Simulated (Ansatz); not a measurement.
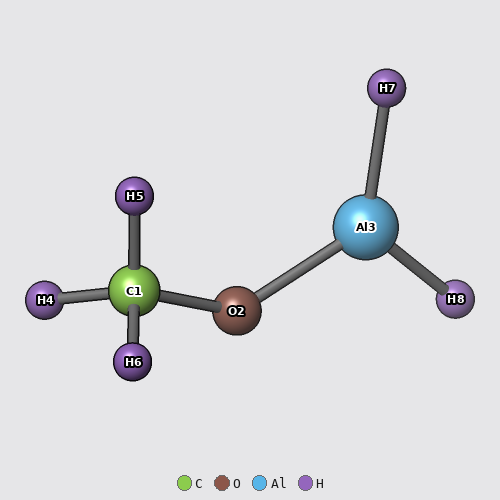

The system is CH₅AlO, SMILES C[O][AlH2]; the picture shows the reference structure. First axis: angle C1–O2–Al3. Second axis: dihedral C1–O2–Al3–H7. Nothing is relaxed (all other coordinates rigid). Grid: 11 × 12 points. Points are written as (first, second). Energies are in kJ/mol, from the lowest grid point. Computed with RKS PBE-D4/def2-SVP (Ansatz).

Its coordinates:

```xyz
8

C    -0.4694    1.1009   -0.4275
O    -0.5507   -0.2433   -0.0383
Al    0.5360   -1.4472    0.5213
H    -0.8176    1.2253   -1.4780
H     0.5640    1.5187   -0.3639
H    -1.1269    1.7332    0.2113
H     2.0850   -1.0849    0.6941
H    -0.1282   -2.8599    0.8252
```

Range: angle C1–O2–Al3 from 101.6 to 171.6°; dihedral C1–O2–Al3–H7 from −180 to 150°.

### Predict the map.

The lowest grid point is at (136.6°, 0°). There is a further well near (136.6°, −180°) (1.4 kJ/mol above the lowest at that grid point). The highest grid point, (101.6°, 90°), lies 48.2 kJ/mol above the lowest. Round the minimum the two coordinates are nearly uncoupled. At the highest point the unbonded atoms Al3···H5 come to 2.29 Å, against 3.10 Å at the lowest; the sum of their van der Waals radii is about 3.5 Å.

```csv
"dihedral C1–O2–Al3–H7 ↓, angle C1–O2–Al3 →",101.6,108.6,115.6,122.6,129.6,136.6,143.6,150.6,157.6,164.6,171.6
150,43.5,26.8,16.7,10.8,7.6,6.2,5.9,6.5,7.3,8.2,8.9
120,44.8,36.4,29.7,24.1,19.4,15.8,13.2,11.5,10.5,9.9,9.5
90,48.2,42.9,37.2,31.2,25.5,20.6,16.6,13.7,11.7,10.4,9.7
60,45.0,36.6,29.7,23.8,18.8,15.0,12.3,10.6,9.6,9.2,9.1
30,41.8,26.2,16.4,10.3,6.6,4.9,4.4,4.9,5.9,7.1,8.2
0,42.1,22.0,10.4,3.9,0.9,0.0,0.6,2.2,4.2,6.1,7.8
−30,41.8,26.2,16.4,10.3,6.6,4.9,4.4,4.9,5.9,7.1,8.2
−60,45.0,36.6,29.7,23.8,18.8,15.0,12.3,10.6,9.6,9.2,9.1
−90,48.2,42.9,37.2,31.2,25.5,20.6,16.6,13.7,11.7,10.4,9.7
−120,44.8,36.4,29.7,24.1,19.4,15.8,13.2,11.5,10.5,9.8,9.5
−150,43.5,26.7,16.7,10.8,7.6,6.2,5.9,6.5,7.3,8.2,8.9
−180,45.6,23.2,11.0,4.6,1.9,1.4,2.3,3.9,5.7,7.3,8.5
```

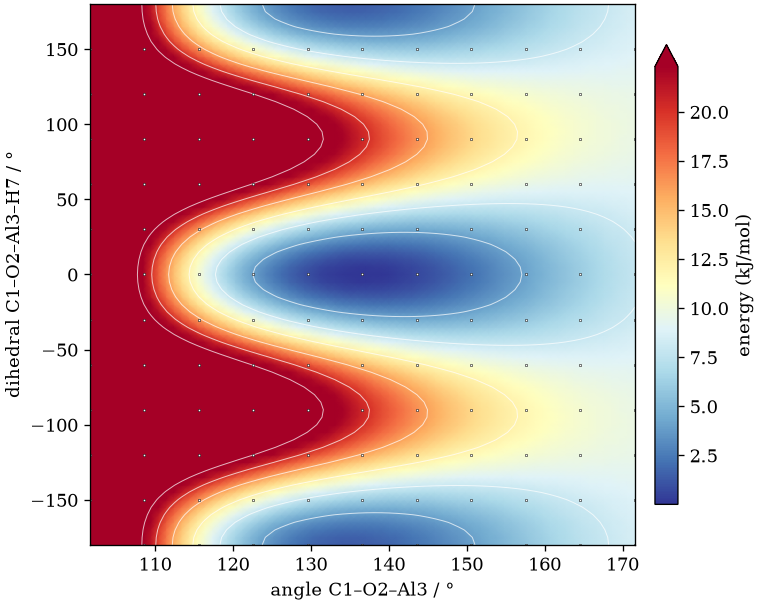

In the figure: a smooth colour map with a few white contour lines, dots at the grid points, one colour for all values above the top of the scale. Between grid points the surface is interpolated.

Time for the 132 points that were run: 16 min on 1 thread of AMD EPYC (Zen 3) (shared host).
